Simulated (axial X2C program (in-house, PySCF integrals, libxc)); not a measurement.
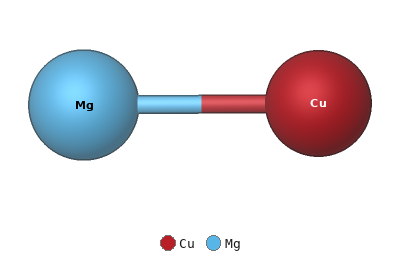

Figure 1. The molecule at the reference distance of 2.482 Å.

## Run report: CuMg, relativistic diatomic calculation

- system: CuMg, single determinant with Ω = 1/2.
- method: PBE0, two-component X2C with atomic mean-field Coulomb and Gaunt terms, Cu dyall-cv3z, Mg dyall-cv3z (cores contracted) (axial X2C program (in-house, PySCF integrals, libxc))

**The input**
```
{"zs": [29, 12], "q": 0, "bas": ["dyall-cv3z", "dyall-cv3z"], "levels": ["PBE0", "HF", "B3LYP"], "cc": true, "r0": 2.51, "thr": -2.0, "nmax": 90, "npts": 10, "nst": 2, "ntry": 6}
```

The line is the task of a batch: nuclear charges, charge, bases, the levels to run, a first guess of the distance and further settings. This report covers PBE0 with spin-orbit coupling. The log is that of the reference distance 2.482 Å.

Hardware: 1 thread of AMD EPYC (Zen 3), 200 GiB of memory available, shared host.

Launched within a batch (the task file carries these settings):
```bash
python <driver script> task.json out
```

**The program's output**
```
two-component X2C + atomic mean field  PBE0
basis functions 189  fitting functions 893  grid points 5084
iter        total energy     max residual
   1      -1854.275102424     4.77e-01
   2      -1854.380870247     5.63e-03
   3      -1854.379940992     1.71e-02
   4      -1854.381088018     7.92e-04
   5      -1854.381094925     3.89e-04
   6      -1854.381096332     1.69e-04
   7      -1854.381096486     2.59e-05
   8      -1854.381096496     4.64e-06
   9      -1854.381096497     1.66e-06
converged
one-electron -2733.22531958  Coulomb 889.36878638  exact exchange -20.59704754  xc functional -63.59368482  nuclear repulsion 74.19567663  atomic mean-field constant -0.52950757
```

**The points of the curve**

```
R (Å)   E (hartree)  dipole (D; origin at the first atom, positive when the second is positive)  highest filled (eV)  lowest empty (eV)
2.159  −1854.371070                                                                        0.34                −4.33              −2.04
2.259  −1854.376962                                                                        0.44                −4.38              −2.11
2.333  −1854.379481                                                                        0.53                −4.41              −2.16
2.408  −1854.380763                                                                        0.61                −4.44              −2.21
2.482  −1854.381096                                                                        0.70                −4.47              −2.26
2.569  −1854.380566                                                                        0.80                −4.50              −2.31
2.656  −1854.379339                                                                        0.89                −4.53              −2.37
2.767  −1854.377074                                                                        0.99                −4.58              −2.43
2.904  −1854.373744                                                                        1.08                −4.63              −2.51
3.103  −1854.368623                                                                        1.14                −4.70              −2.60
```

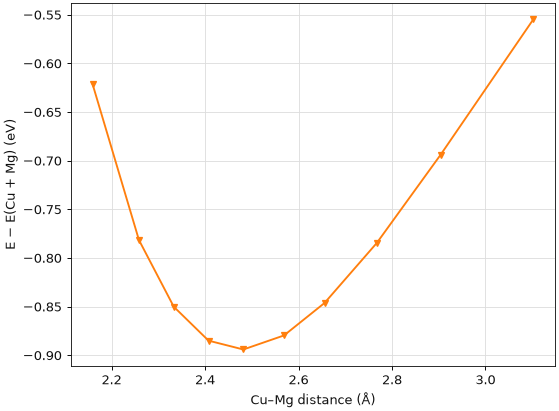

Figure 2. Energy at 10 bond lengths, for one set of occupations held fixed; the line joins the points. A polynomial of degree 6 through 9 points gives rₑ = 2.475 Å, ωₑ = 239.5 cm⁻¹, ωₑxₑ = 1.6 cm⁻¹ and Bₑ = 0.1585 cm⁻¹. The minimum lies 0.89 eV below Cu + Mg, each computed as one determinant at the same level.

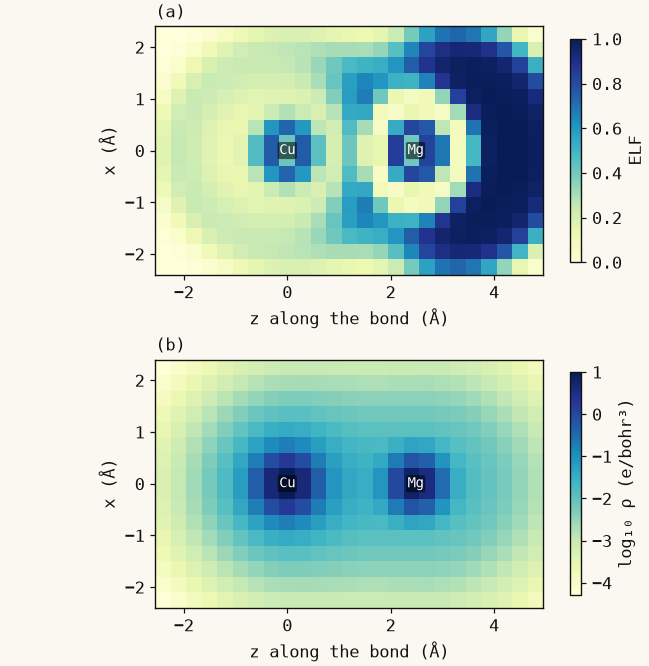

Figure 3. (a) electron localisation function; (b) electron density on a logarithmic scale, in a plane that holds the axis, at 2.48 Å, on points 0.3 Å apart (one half computed, the other mirrored); the structure near the nuclei is finer than these points.

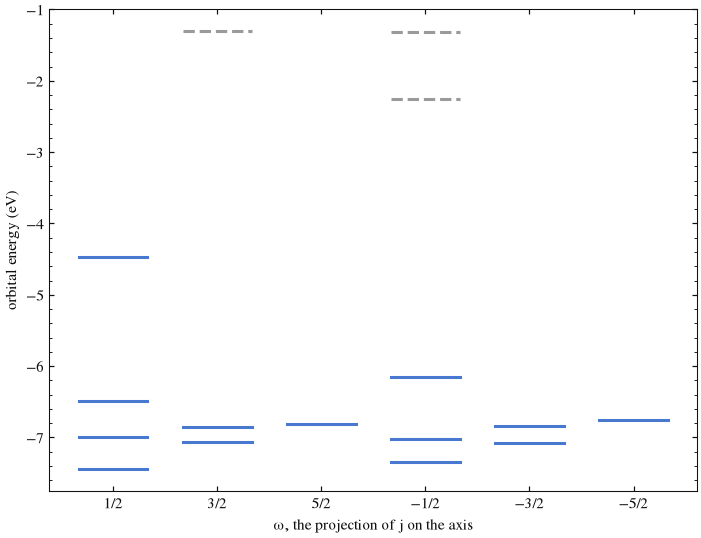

Figure 4. Orbital energies near the frontier at 2.48 Å, filled (solid) and empty (dashed). The highest filled spinor (1/2; 43 % Mg p, 27 % Cu s) lies at −4.47 eV, the lowest empty one (−1/2; 35 % Mg p, 24 % Cu s) at −2.26 eV.

**Summary**

| quantity | value |
| --- | --- |
| outcome | converged |
| bond length rₑ | 2.475 Å |
| ωₑ | 239.5 cm⁻¹ |
| energy at the minimum | −1854.38110 hartree |
| depth below the fragments | 0.89 eV |
| wall time | 9.8 s |
| peak memory | 0.75 GiB |
